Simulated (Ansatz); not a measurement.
## Electronic structure of C3H5F3Sn (SMILES C=C[CH2][Sn]([F])([F])[F]) in real space

Input file:

```
crystal:
  periodic: [false, false, false]
  atoms:
    - {symbol: C, position_ang: [0.539783, -0.591438, 1.996525]}
    - {symbol: C, position_ang: [0.925186, -0.196143, 0.790362]}
    - {symbol: C, position_ang: [0.331965, -0.690723, -0.478575]}
    - {symbol: Sn, position_ang: [-0.905066, 0.805003, -1.367222]}
    - {symbol: F, position_ang: [-1.315731, 0.525246, -3.202951]}
    - {symbol: F, position_ang: [-2.600328, 1.007240, -0.534838]}
    - {symbol: F, position_ang: [-0.136612, 2.542543, -1.315033]}
    - {symbol: H, position_ang: [1.008666, -0.199016, 2.890167]}
    - {symbol: H, position_ang: [-0.254450, -1.318551, 2.132571]}
    - {symbol: H, position_ang: [1.717348, 0.542034, 0.696231]}
    - {symbol: H, position_ang: [-0.313577, -1.558243, -0.334013]}
    - {symbol: H, position_ang: [1.079716, -0.923052, -1.239326]}
basis:
  gaussian: {orbitals: def2-TZVPP}
hamiltonian: {xc: pbe0, dispersion: d4}
output: {orbitals: {seedname: orbitals}}
```

Launched as:

```sh
ansatz run in.yaml --threads 4 --pin off --events-out ev --progress --plain --max-ram 11315MiB
```

Geometry: PBE0-D4/def2-TZVP; core potentials replace the inner electrons of Sn.

The calculation used RKS PBE0-D4/def2-TZVPP (Ansatz 0.2.0).

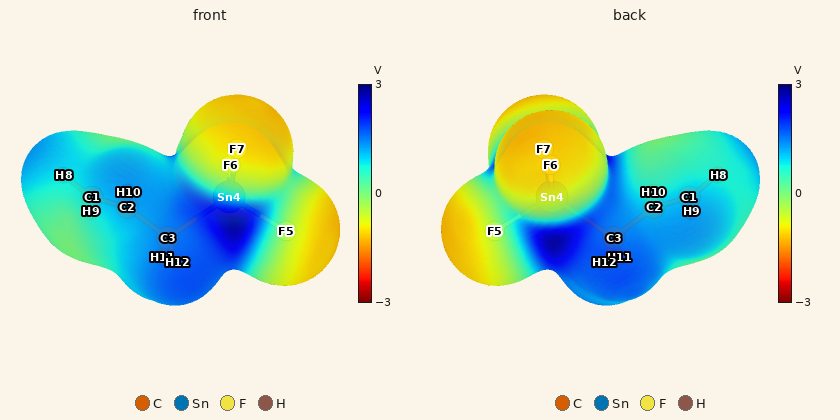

Figure 1. The molecular electrostatic potential painted on the density surface at 0.002 e/bohr³, seen from the front and from behind; the colour scale runs from red (negative) to blue (positive).

### Which sites attract a positive test charge, and which a negative one?

A positive charge is drawn to the negative regions and a negative charge to the positive ones. The most negative region (about −1.3 V) lies over F5, F6 and F7, the most positive (about +2.7 V) over Sn4.

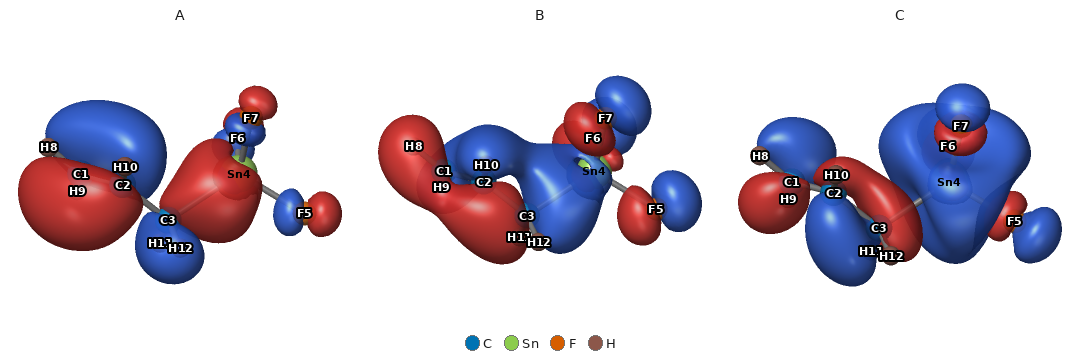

Figure 2. Three frontier orbitals at ±0.06 Å⁻³ᐟ² (blue and red are the two phases), in no order.

### Order the three orbitals by energy and name them.

B is the HOMO−1 (−10.57 eV). By Hirshfeld shares it lies mainly on C3 (about 20 %), C2 (about 15 %), F7 (about 10 %), C1 (about 10 %), F5 (about 10 %) and F6 (about 10 %). A is the HOMO (−8.09 eV). By Hirshfeld shares it lies mainly on C1 (about 35 %), C2 (about 30 %), C3 (about 10 %) and Sn4 (about 10 %); π-bonding across C1–C2. C is the LUMO (−2.03 eV). Its weight (Hirshfeld) is mainly on Sn4 (about 40 %), C3 (about 15 %), F5 (about 10 %), F6 (about 10 %), F7 (about 10 %) and C1 (about 5 %).

### What is the HOMO–LUMO gap?

6.06 eV between the orbital energies.

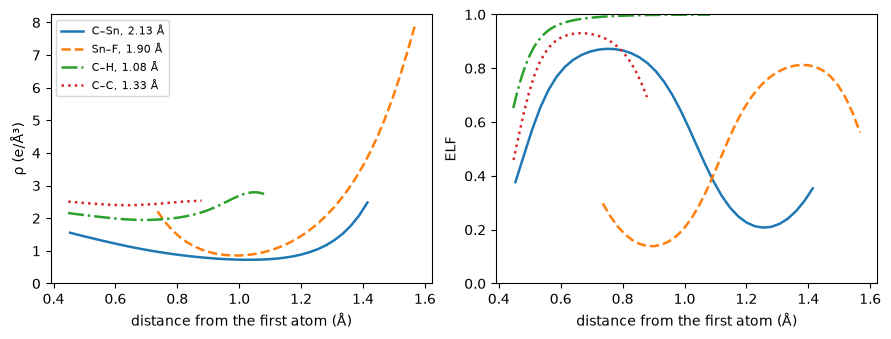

Figure 3. Electron density and ELF along straight lines between neighbouring atoms. The curves leave out the atomic cores.

### Compare the contacts.

C–Sn (2.13 Å): the density is about 0.73 e/Å³ at the midpoint; the ELF peaks at about 0.85 in the valence shell of C, 0.7 Å from its nucleus, and drops to about 0.20 between the two atoms.
Sn–F (1.90 Å): the density is about 0.88 e/Å³ at the midpoint; the ELF peaks at about 0.80 in the valence shell of F, 0.5 Å from its nucleus, and drops to about 0.15 between the two atoms.
C–H (1.08 Å): ρ at the midpoint is about 2.1 e/Å³; the ELF climbs to about 1 towards the hydrogen, as it does in any bond to H; a covalent bond by its length.
C–C (1.33 Å): ρ at the midpoint is about 2.4 e/Å³; the ELF peaks at about 0.95 between the atoms (a short, multiple covalent bond).
